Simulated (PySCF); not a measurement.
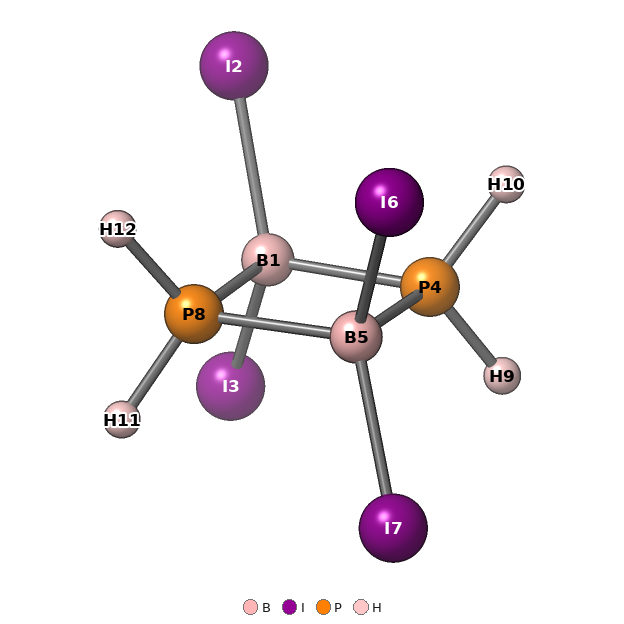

Atoms fade into the background with distance from the viewer. The geometry was computed by an optimisation with PBE0-D3(BJ)/def2-SVP. No frequency run is at hand to confirm it as a minimum.

### How is the 4-membered ring B1–P4–B5–P8 puckered?

It is planar. The Cremer–Pople amplitude Q is 0.03 Å.

### Give the torsion angles round the ring, beginning with the bond from its second to its third atom.

1°, −1°, 1°, −1°.
